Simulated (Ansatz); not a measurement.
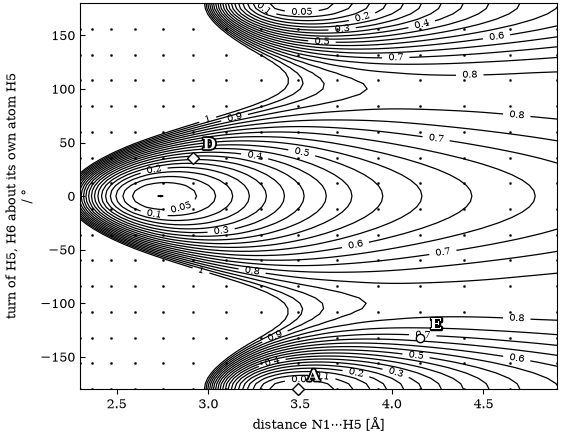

The pair H₃N···H₂. 
- The turn is about an axis along (0.83, 0.50, −0.25) in the frame of the relaxed pair, normal to the line between the partners.
- Coordinates scanned: (1) distance N1···H5; (2) turn of H5, H6 about its own atom H5.
- The scan uses a 15 × 15 grid.
- Points are written as (first, second).
- Energies: kcal/mol, counted from the lowest grid point.
- Computed with RKS B3LYP-D4/def2-TZVPD (Ansatz 0.2.0).

Drawn: contour lines labelled in kcal/mol (none above 1), dots at the grid points, lettered points. Between grid points the surface is interpolated.

> Is A the lowest point of the computed grid?

Yes. A, at (3.489 Å, −180°), has the lowest energy of the grid.

> What kind of point is each of A, D, E: minimum, saddle, maximum or slope?

A: minimum; D: on a slope; E: on a slope. (In these two coordinates alone; a stationary point may lie a little off the grid point.)

> Rank the lettered points by energy, lowest first.

A (0.0 kcal/mol), D (0.33 kcal/mol), E (0.7 kcal/mol).
